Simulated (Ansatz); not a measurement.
Electronic density of states of amorphous Zr$_{20}$O$_{42}$Si, density 5.14 g/cm³, on a 2×2×2 Γ-centred mesh with a Gaussian width of 0.1 eV; energies count from the Fermi level, whose place inside the gap is arbitrary. Cell and mesh are small, so fine structure isn't converged. These are PBE, scalar-relativistic without spin-orbit coupling (plane waves to 420 eV, PAW; Ansatz, a program for electronic structure) values and carry that method's errors. Sampling: a 2×2×2 Γ-centred mesh; Fermi-Dirac width 0.02 eV; no spin polarisation. At PBE the levels at the filled edge of the gap are localised (band-tail or defect states).

The cell was made by melting and quenching with the CHGNet potential and then relaxed with DFT. O atoms were pushed apart under 1.9 Å during the dynamics, to hinder bonds among them. The hot cell started wider than the set density and was brought back towards it in steps. It is the lowest in DFT energy of 2 quenches. It is a model cell: composition and starting density were chosen by hand, and all elements were melted together. No dispersion term was used. Its density started from a set value of 5.14 and ended at 5.14 g/cm³. The simulated quench (nominally 300 K/ps over its main leg) is rapid and tends to freeze in more defects than a deposited or slowly cooled glass has. Values belong to this one cell and scatter from quench to quench. The volume was held where the preparation left it and the shape relaxed, at a PBE pressure of -0.2 GPa (tension). Stress components on the final sampling reach 0.7 GPa. Cycles of charging lowered its energy after that relaxation.

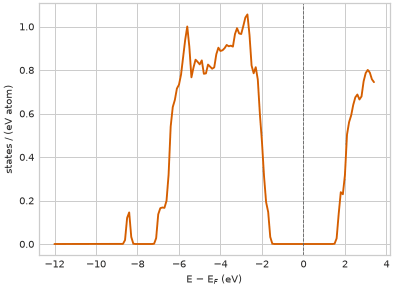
*Density of states per atom*

The level gap on this mesh is 3.43 eV; the broadening fills part of it in the curve.
